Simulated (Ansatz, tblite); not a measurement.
**The cluster P₄+: competing shapes**

Aim: relax the candidate shapes of the cluster P₄+ that a cheap search turned up, and see how the levels of theory order them.

The runs use Ansatz 0.2.0, Gaussian basis; relaxed with PBE-D4/def2-TZVP, doublet.

### 1 Where the work starts

4 atoms, charge 1, spin multiplicity 2.

Atoms are counted from 1 here; the program's logs count them from 0.

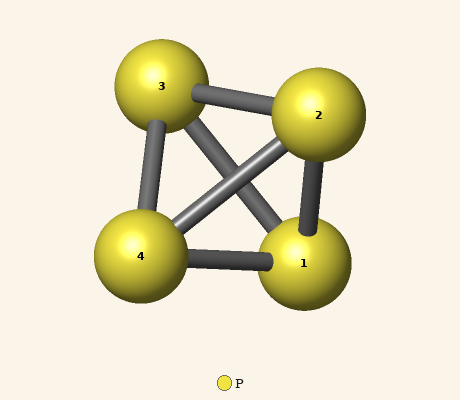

Start geometry, drawn with phosphorus yellow; atoms are numbered from 1 in the order of the file.

The ion is computed in the gas phase, without counter-ions or solvent.

A search from random starts with GFN2-xTB found 4 distinct shapes; 2 go on here. The structure above is candidate A, which lies 0.00 eV above the lowest at that level; B lies 0.84 eV above the lowest at that level.

### 2 Relaxing candidate A

in.yaml

```yaml
crystal:
  periodic: [false, false, false]
  atoms:
    - {symbol: P, position_ang: [-0.361430, -1.325890, 0.048890]}
    - {symbol: P, position_ang: [-0.008410, 0.393190, 1.318620]}
    - {symbol: P, position_ang: [1.240470, 0.381870, -0.455690]}
    - {symbol: P, position_ang: [-0.870630, 0.550840, -0.911820]}
basis:
  gaussian: {orbitals: def2-TZVP}
total_charge: 1
magnetization: {spin_polarized: true, initial_magnetization: 1}
hamiltonian: {xc: pbe, dispersion: d4}
scf: {lower_state_search: "off"}
output: {orbitals: {seedname: orbitals}}
relax: {f_tol: 0.02, max_steps: 100}
```

Run with:

```
ansatz run in.yaml --threads 4 --pin off --events-out ev --progress --plain --max-ram 3916MiB
```

Output, shortened:

```text
Functional definition: PBE
  name "PBE"
  cite "Perdew, Burke & Ernzerhof, Phys. Rev. Lett. 77, 3865 (1996) doi:10.1103/PhysRevLett.77.3865"
  parent pbe
[...]
1080 factors; their error is unknown
[...]
mean field -37132.02480251 eV, -1364.5767425018 hartree, gradient 3.1e-6 eV, S^2 0.756428; 0 other end points of the search recorded, 0 dependent functions left out
[...]
reference -37132.02483255 eV, -1364.5767436058 hartree; 30, 29 occupied and 118, 119 virtual orbitals, 1080 factors
relax step   1: F+E_penalty+E_count = -37132.25232911 eV  Δ(F+E_penalty+E_count) = +0.000e0 eV  max|allowed force component| = 1.850e-1 eV/Å  Δτ_max = 0.0000 Å  (17 SCF iters, accepted)
[...]
relax step   2: F+E_penalty+E_count = -37132.25380694 eV  Δ(F+E_penalty+E_count) = -1.478e-3 eV  max|allowed force component| = 6.644e-2 eV/Å  Δτ_max = 0.0034 Å  (20 SCF iters, accepted)
[...]
relax step   3: F+E_penalty+E_count = -37132.25404202 eV  Δ(F+E_penalty+E_count) = -2.351e-4 eV  max|allowed force component| = 4.560e-3 eV/Å  Δτ_max = 0.0025 Å  (17 SCF iters, accepted)
Total energy: -37132.25407208 eV, -1364.5851680031 hartree
Atom 0 at    -0.364538    -1.330887     0.048278 Å, force     0.003141     0.004560    -0.001055 eV/Å
Atom 1 at    -0.006676     0.395029     1.322429 Å, force    -0.001165    -0.000523     0.003794 eV/Å
Atom 2 at     1.245213     0.384580    -0.455656 Å, force    -0.000777    -0.003525    -0.001270 eV/Å
Atom 3 at    -0.874000     0.551287    -0.915051 Å, force    -0.001199    -0.000513    -0.001470 eV/Å
Dipole moment:     0.000105    -0.000162    -0.000068 e Å
Checks for a lower state left out: stability, starts, cluster_reference, orbital_swaps, neighbouring_geometries, increment
```

Wall time 7.5 s (4 threads of Intel Xeon at 2.80GHz, shared host).

Relaxation path:

| step | energy from step 1 (eV) | largest force component (eV/Å) |
| --- | --- | --- |
| 1 | 0.0000 | 0.1850 |
| 2 | -0.0015 | 0.0664 |
| 3 | -0.0017 | 0.0046 |

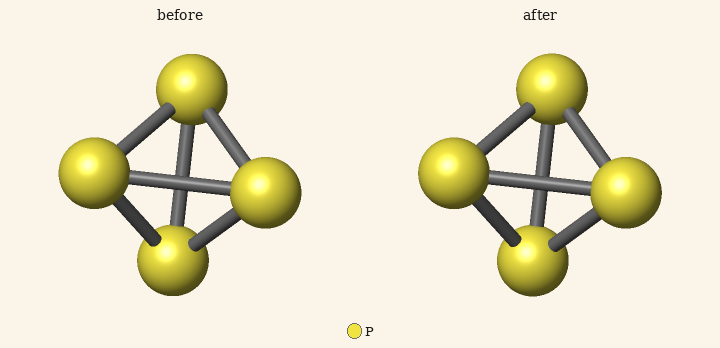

Before and after, at one scale.

Close pairs (by a distance rule), those that changed most:

| bond | before (Å) | after (Å) | change (Å) |
| --- | --- | --- | --- |
| P1–P3 | 2.395 | 2.406 | +0.011 |
| P1–P2 | 2.166 | 2.175 | +0.009 |
| P3–P4 | 2.166 | 2.175 | +0.008 |
| P2–P4 | 2.396 | 2.405 | +0.008 |
| P1–P4 | 2.169 | 2.175 | +0.006 |
| P2–P3 | 2.170 | 2.175 | +0.005 |

### 3 Relaxing candidate B

in.yaml

```yaml
crystal:
  periodic: [false, false, false]
  atoms:
    - {symbol: P, position_ang: [-0.262860, -0.360020, 0.111840]}
    - {symbol: P, position_ang: [1.540370, 0.306270, -0.858360]}
    - {symbol: P, position_ang: [-1.579800, -1.672780, 0.744250]}
    - {symbol: P, position_ang: [0.302280, 1.726530, 0.002270]}
basis:
  gaussian: {orbitals: def2-TZVP}
total_charge: 1
magnetization: {spin_polarized: true, initial_magnetization: 1}
hamiltonian: {xc: pbe, dispersion: d4}
scf: {lower_state_search: "off"}
output: {orbitals: {seedname: orbitals}}
relax: {f_tol: 0.02, max_steps: 100}
```

The command is unchanged.

Output, shortened:

```text
Functional definition: PBE
  name "PBE"
  cite "Perdew, Burke & Ernzerhof, Phys. Rev. Lett. 77, 3865 (1996) doi:10.1103/PhysRevLett.77.3865"
  parent pbe
[...]
1080 factors; their error is unknown
[...]
mean field -37130.38127238 eV, -1364.5163438835 hartree, gradient 2.2e-6 eV, S^2 0.760517; 0 other end points of the search recorded, 0 dependent functions left out
[...]
reference -37130.38130583 eV, -1364.5163451128 hartree; 30, 29 occupied and 118, 119 virtual orbitals, 1080 factors
relax step   1: F+E_penalty+E_count = -37130.59225522 eV  Δ(F+E_penalty+E_count) = +0.000e0 eV  max|allowed force component| = 5.076e-1 eV/Å  Δτ_max = 0.0000 Å  (23 SCF iters, accepted)
[...]
relax step   3: F+E_penalty+E_count = -37130.60830110 eV  Δ(F+E_penalty+E_count) = -2.342e-3 eV  max|allowed force component| = 2.688e-2 eV/Å  Δτ_max = 0.0197 Å  (24 SCF iters, accepted)
[...]
relax step   4: F+E_penalty+E_count = -37130.60914592 eV  Δ(F+E_penalty+E_count) = -8.448e-4 eV  max|allowed force component| = 2.997e-3 eV/Å  Δτ_max = 0.0232 Å  (24 SCF iters, accepted)
Total energy: -37130.60917944 eV, -1364.5247193135 hartree
Atom 0 at    -0.281792    -0.311148     0.131107 Å, force    -0.002465     0.000428     0.001539 eV/Å
Atom 1 at     1.531964     0.268401    -0.858245 Å, force     0.000072    -0.002971    -0.000363 eV/Å
Atom 2 at    -1.559775    -1.704526     0.727792 Å, force     0.002997     0.000799    -0.001685 eV/Å
Atom 3 at     0.309593     1.747272    -0.000654 Å, force    -0.000604     0.001743     0.000509 eV/Å
Dipole moment:     0.091409     0.100168    -0.042610 e Å
Checks for a lower state left out: stability, starts, cluster_reference, orbital_swaps, neighbouring_geometries, increment
```

Run time: 4.4 s. Hardware: 4 threads of Intel Xeon at 2.80GHz, shared host.

Relaxation path:

| step | energy from step 1 (eV) | largest force component (eV/Å) |
| --- | --- | --- |
| 1 | 0.0000 | 0.5076 |
| 2 | -0.0137 | 0.1867 |
| 3 | -0.0160 | 0.0269 |
| 4 | -0.0169 | 0.0030 |

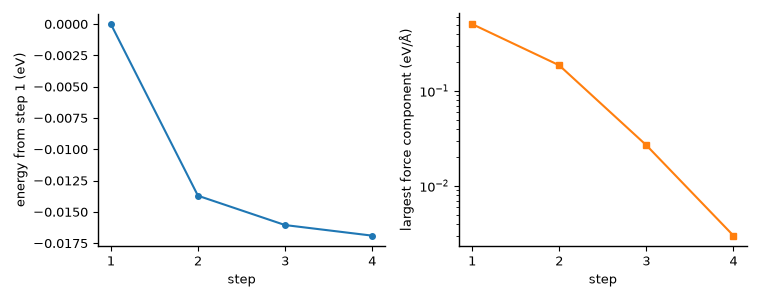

Energy and largest force along the relaxation.

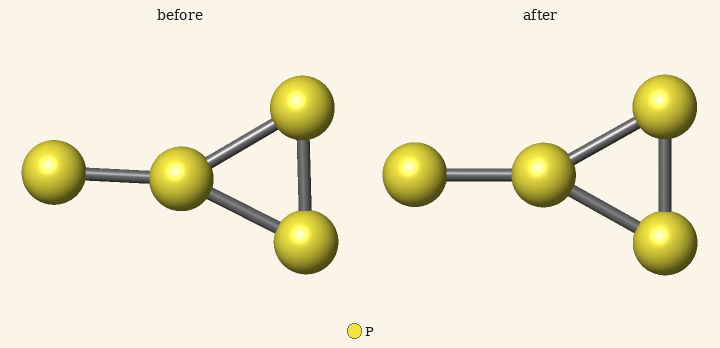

The geometry before (left) and after (right).

Distances of close pairs at the start and the end, largest changes first:

| bond | before (Å) | after (Å) | change (Å) |
| --- | --- | --- | --- |
| P2–P4 | 2.071 | 2.102 | +0.030 |
| P1–P4 | 2.165 | 2.146 | -0.019 |
| P1–P3 | 1.964 | 1.983 | +0.019 |
| P1–P2 | 2.153 | 2.146 | -0.008 |

### 4 The relaxed candidates

| candidate | point group | bonds (count, mean Å) | energy above the lowest (kJ/mol) |
| --- | --- | --- | --- |
| A | D2d | P–P 6, 2.25 | 0.0 |
| B | C2v | P–P 4, 2.09 | 158.7 |

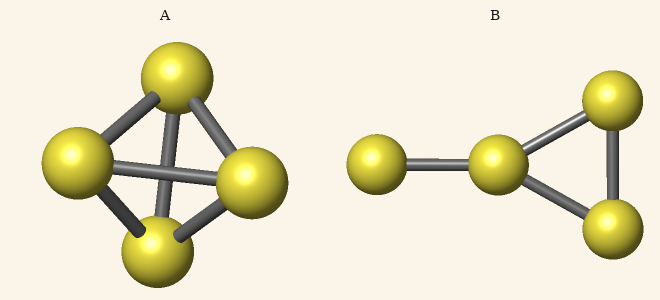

The candidates after relaxation.

### 5 Candidate B, GFN1-xTB

Tight binding, by tblite at 300 K electronic temperature and without a spin-polarisation term:

```python
tblite.interface.Calculator('GFN1-xTB', numbers, positions, charge=1, uhf=1).singlepoint()
```

Energy -270.0649 eV; 0.007 s.

### 6 Candidate B, GFN2-xTB

Tight binding, by tblite at 300 K electronic temperature and without a spin-polarisation term:

```python
tblite.interface.Calculator('GFN2-xTB', numbers, positions, charge=1, uhf=1).singlepoint()
```

Energy -260.7054 eV; 0.006 s.

### 7 Candidate B, PBE0-D4/def2-TZVP

start.molden holds the orbitals of an earlier run on this state, given as this run's starting guess.

in.yaml

```yaml
crystal:
  periodic: [false, false, false]
  atoms:
    - {symbol: P, position_ang: [-0.281792, -0.311148, 0.131107]}
    - {symbol: P, position_ang: [1.531964, 0.268401, -0.858245]}
    - {symbol: P, position_ang: [-1.559775, -1.704526, 0.727792]}
    - {symbol: P, position_ang: [0.309593, 1.747272, -0.000654]}
basis:
  gaussian: {orbitals: def2-TZVP, initial_orbitals: start.molden}
total_charge: 1
magnetization: {spin_polarized: true, initial_magnetization: 1}
hamiltonian: {xc: pbe0, dispersion: d4}
scf: {omitted_lower_state_checks: [starts]}
output: {orbitals: {seedname: orbitals}}
```

Launched as before.

Output:

```text
Functional definition: PBE0
  name "PBE0"
  cite "Adamo & Barone, J. Chem. Phys. 110, 6158 (1999) doi:10.1063/1.478522"
  cite "Perdew, Burke & Ernzerhof, Phys. Rev. Lett. 77, 3865 (1996) doi:10.1103/PhysRevLett.77.3865"
  parent pbe
  parameter a = 0.25
  parameter kappa = 0.804
  parameter beta = 0.06672455060314922
  exchange = (1 - a)*pbe_x(kappa = kappa, mu = beta*pi^2/3) + a*exact_x
  correlation = pbe_c(beta = beta)
these checks for a lower state are left out or cut short: starts
1128 factors; their error is unknown
mean field evaluation 1: about -37132.7703 eV, gradient 9.4e0 eV
mean field evaluation 2: about -37132.8886 eV, gradient 2.1e-1 eV
mean field evaluation 4: about -37132.9294 eV, gradient 3.1e-2 eV
mean field -37132.92941961 eV, -1364.6099865670 hartree, gradient 3.3e-5 eV, S^2 0.775983; 0 other end points of the search recorded, 0 dependent functions left out
reference -37132.92944488 eV, -1364.6099874956 hartree; 30, 29 occupied and 118, 119 virtual orbitals, 1128 factors
Total energy: -37133.11004748 eV, -1364.6166245189 hartree
Checks for a lower state left out: starts
```

Run time: 3 s. Hardware: 4 threads of Intel Xeon at 2.80GHz, shared host.

From the report: HOMO -12.20 eV, LUMO -9.07 eV (over both spins); ⟨S²⟩ 0.776 (pure: 0.75).

### 8 Candidate B, PBE-D4/def2-TZVP

in.yaml, as its differences from that of step 7:

```diff
@@ -11,4 +11,4 @@
 magnetization: {spin_polarized: true, initial_magnetization: 1}
-hamiltonian: {xc: pbe0, dispersion: d4}
+hamiltonian: {xc: pbe, dispersion: d4}
 scf: {omitted_lower_state_checks: [starts]}
-output: {orbitals: {seedname: orbitals}}
+output: {forces: true, orbitals: {seedname: orbitals}}
```

The command is unchanged.

Output, shortened:

```text
Functional definition: PBE
  name "PBE"
  cite "Perdew, Burke & Ernzerhof, Phys. Rev. Lett. 77, 3865 (1996) doi:10.1103/PhysRevLett.77.3865"
  parent pbe
[...]
1080 factors; their error is unknown
[...]
mean field -37130.39828200 eV, -1364.5169689757 hartree, gradient 2.1e-5 eV, S^2 0.760871; 0 other end points of the search recorded, 0 dependent functions left out
[...]
reference -37130.39831553 eV, -1364.5169702077 hartree; 30, 29 occupied and 118, 119 virtual orbitals, 1080 factors
Total energy: -37130.60917830 eV, -1364.5247192718 hartree
Atom 0 at    -0.281792    -0.311148     0.131107 Å, force    -0.002395     0.000417     0.001498 eV/Å
Atom 1 at     1.531964     0.268401    -0.858245 Å, force     0.000025    -0.002978    -0.000336 eV/Å
Atom 2 at    -1.559775    -1.704526     0.727792 Å, force     0.002978     0.000802    -0.001674 eV/Å
Atom 3 at     0.309593     1.747272    -0.000654 Å, force    -0.000608     0.001759     0.000513 eV/Å
Dipole moment:     0.091409     0.100168    -0.042610 e Å
Checks for a lower state left out: starts
```

Wall time 1.5 s (4 threads of Intel Xeon at 2.80GHz, shared host).

Report: HOMO -11.12 eV, LUMO -9.98 eV (over both spins); ⟨S²⟩ 0.761 (pure: 0.75).

### 9 Candidate B, r2SCAN-D4/def2-TZVP

in.yaml, as its differences from that of step 8:

```diff
@@ -11,4 +11,4 @@
 magnetization: {spin_polarized: true, initial_magnetization: 1}
-hamiltonian: {xc: pbe, dispersion: d4}
+hamiltonian: {xc: r2scan, dispersion: d4}
 scf: {omitted_lower_state_checks: [starts]}
-output: {forces: true, orbitals: {seedname: orbitals}}
+output: {orbitals: {seedname: orbitals}}
```

Launched as before.

Output:

```text
Functional definition: r2SCAN
  name "r2SCAN"
  cite "Furness, Kaplan, Ning, Perdew & Sun, J. Phys. Chem. Lett. 11, 8208 (2020) doi:10.1021/acs.jpclett.0c02405"
  cite "Furness, Kaplan, Ning, Perdew & Sun, J. Phys. Chem. Lett. 11, 9248 (2020) doi:10.1021/acs.jpclett.0c03077"
  parent r2scan
  parameter k0 = 0.174
  parameter k1 = 0.065
  parameter a1 = 4.9479
  exchange = r2scan_x(k0 = k0, k1 = k1, a1 = a1)
  correlation = r2scan_c
these checks for a lower state are left out or cut short: starts
1080 factors; their error is unknown
mean field evaluation 1: about -37144.2145 eV, gradient 6.6e0 eV
mean field evaluation 2: about -37144.2607 eV, gradient 1.0e-1 eV
mean field evaluation 4: about -37144.2542 eV, gradient 1.2e-3 eV
mean field -37144.25415296 eV, -1365.0261628416 hartree, gradient 3.8e-5 eV, S^2 0.771838; 0 other end points of the search recorded, 0 dependent functions left out
reference -37144.25416524 eV, -1365.0261632927 hartree; 30, 29 occupied and 118, 119 virtual orbitals, 1080 factors
Total energy: -37144.29855125 eV, -1365.0277944487 hartree
Checks for a lower state left out: starts
```

Run time: 3 s. Hardware: 4 threads of Intel Xeon at 2.80GHz, shared host.

Report: HOMO -11.45 eV, LUMO -9.72 eV (over both spins); ⟨S²⟩ 0.772 (pure: 0.75).

### 10 Candidate B, r2SCANh-D4/def2-TZVP

in.yaml, as its differences from that of step 9:

```diff
@@ -11,3 +11,3 @@
 magnetization: {spin_polarized: true, initial_magnetization: 1}
-hamiltonian: {xc: r2scan, dispersion: d4}
+hamiltonian: {xc: {name: r2SCANh}, dispersion: d4}
 scf: {omitted_lower_state_checks: [starts]}
```

The command is unchanged.

Output, shortened:

```text
Functional definition: r2SCANh
  name "r2SCANh"
  cite "Bursch, Neugebauer, Ehlert & Grimme, J. Chem. Phys. 156, 134105 (2022) doi:10.1063/5.0086040"
  cite "Furness, Kaplan, Ning, Perdew & Sun, J. Phys. Chem. Lett. 11, 8208 (2020) doi:10.1021/acs.jpclett.0c02405"
  cite "Furness, Kaplan, Ning, Perdew & Sun, J. Phys. Chem. Lett. 11, 9248 (2020) doi:10.1021/acs.jpclett.0c03077"
  parent r2scan
[...]
1080 factors; their error is unknown
[...]
mean field -37143.90698783 eV, -1365.0134047581 hartree, gradient 2.0e-5 eV, S^2 0.778473; 0 other end points of the search recorded, 0 dependent functions left out
reference -37143.90699904 eV, -1365.0134051701 hartree; 30, 29 occupied and 118, 119 virtual orbitals, 1080 factors
Total energy: -37143.95693559 eV, -1365.0152403047 hartree
Checks for a lower state left out: starts
```

Wall time 4.9 s (4 threads of Intel Xeon at 2.80GHz, shared host); peak memory 0.57 GiB.

HOMO -11.84 eV, LUMO -9.40 eV (over both spins); ⟨S²⟩ 0.778 (pure: 0.75).

### 11 Candidate B, B3LYP-D4/def2-TZVP

in.yaml, as its differences from that of step 10:

```diff
@@ -11,3 +11,3 @@
 magnetization: {spin_polarized: true, initial_magnetization: 1}
-hamiltonian: {xc: {name: r2SCANh}, dispersion: d4}
+hamiltonian: {xc: {name: B3LYP}, dispersion: d4}
 scf: {omitted_lower_state_checks: [starts]}
```

Launched as before.

Output, shortened:

```text
Functional definition: B3LYP
  name "B3LYP"
  cite "Stephens, Devlin, Chabalowski & Frisch, J. Phys. Chem. 98, 11623 (1994) doi:10.1021/j100096a001"
  cite "Becke, Phys. Rev. A 38, 3098 (1988) doi:10.1103/PhysRevA.38.3098"
  cite "Lee, Yang & Parr, Phys. Rev. B 37, 785 (1988) doi:10.1103/PhysRevB.37.785"
  cite "Vosko, Wilk & Nusair, Can. J. Phys. 58, 1200 (1980) doi:10.1139/p80-159"
[...]
1128 factors; their error is unknown
[...]
mean field -37148.63384179 eV, -1365.1871134373 hartree, gradient 1.4e-5 eV, S^2 0.765757; 0 other end points of the search recorded, 0 dependent functions left out
reference -37148.63406854 eV, -1365.1871217704 hartree; 30, 29 occupied and 118, 119 virtual orbitals, 1128 factors
Total energy: -37148.98544377 eV, -1365.2000345717 hartree
Checks for a lower state left out: starts
```

It took 2.6 s on 4 threads of Intel Xeon at 2.80GHz, shared host.

Report: HOMO -11.86 eV, LUMO -9.31 eV (over both spins); ⟨S²⟩ 0.766 (pure: 0.75).

### 12 Candidate B, CCSD(T)/def2-TZVPP

in.yaml, as its differences from that of step 11:

```diff
@@ -8,7 +8,7 @@
 basis:
-  gaussian: {orbitals: def2-TZVP, initial_orbitals: start.molden}
+  gaussian: {orbitals: def2-TZVPP, initial_orbitals: start.molden}
 total_charge: 1
 magnetization: {spin_polarized: true, initial_magnetization: 1}
-hamiltonian: {xc: {name: B3LYP}, dispersion: d4}
-scf: {omitted_lower_state_checks: [starts]}
+correlation: {method: ccsd_t}
+scf: {omitted_lower_state_checks: [starts, cluster_reference]}
 output: {orbitals: {seedname: orbitals}}
```

The command is unchanged.

Output, shortened:

```text
Functional definition: HF
  name "HF"
  cite "Fock, Z. Phys. 61, 126 (1930) doi:10.1007/BF01340294"
  parent pbe
[...]
1008 factors; integrals over basis functions are off by at most 6.5e-4 eV
[...]
mean field -37080.61915399 eV, -1362.6876197628 hartree, gradient 6.4e-6 eV, S^2 1.634656; 0 other end points of the search recorded, 0 dependent functions left out
20 core orbitals not correlated: weight in the atoms' cores, before any rotation towards them, 1.000 or more for the frozen orbitals, at most 0.000 for the correlated occupied ones
reference -37080.61915399 eV, -1362.6876197628 hartree; 10, 9 occupied and 138, 139 virtual orbitals, 1008 factors
second order -13.24891215 eV of doubles, -0.00000000 eV of singles
cycle   1  -13.83735690 eV  change   -5.9e-1 eV  update   1.6e-1
[...]
cycle  17  -15.02385951 eV  change   -9.0e-6 eV  update   8.0e-6
perturbative correction -1.19255225 eV, -0.0438254868 hartree
Total energy: -37096.83556575 eV, -1363.2835619030 hartree
Checks for a lower state left out: starts, cluster_reference
```

Run time: 29 s. Hardware: 4 threads of Intel Xeon at 2.80GHz, shared host; peak memory 2.6 GiB.

Report: Hartree-Fock HOMO -14.40 eV, LUMO -5.27 eV (over both spins); ⟨S²⟩ 1.635 (pure: 0.75); T1 0.079. Doubts: large T1 diagnostic, spin contamination.

### 13 B against A

The energies of A at these levels come from its own runs, whose logs aren't repeated here.

| level | B above A (kJ/mol) | time |
| --- | --- | --- |
| GFN1-xTB | +141.3 | 0.011 s |
| GFN2-xTB | +82.2 | 0.01 s |
| HF/def2-TZVPP† | +102.9 |  |
| PBE-D4/def2-TZVP | +158.7 | 2.9 s |
| r2SCAN-D4/def2-TZVP | +156.1 | 6.3 s |
| r2SCANh-D4/def2-TZVP | +160.9 | 9 s |
| B3LYP-D4/def2-TZVP | +140.8 | 5 s |
| PBE0-D4/def2-TZVP | +168.9 | 5.8 s |
| MP2/def2-TZVPP† | +270.6 |  |
| CCSD/def2-TZVPP† | +155.1 |  |
| CCSD(T)/def2-TZVPP† | +158.8 | 52 s |

Times add the two runs; a level without a time comes out of a correlated run. † marks a level with a doubtful state (flagged, unstable, out of aufbau order, or strongly spin-contaminated); such levels are left out of the summary. CCSD(T)/def2-TZVPP is no safe reference here (large T1 diagnostic, spin contamination).

### 14 Summary of results

```
                                                         quantity                    value
B above A, range of the levels free of doubt, tight binding aside  +140.8 to +168.9 kJ/mol
                                          levels that put B lower                     none
```

In words: All levels free of doubt put A (D2d) below B (C2v), by 82.2 to 168.9 kJ/mol. The search was small, so a lower isomer may exist. Only doublets are compared; another spin may lie lower and prefer another shape.
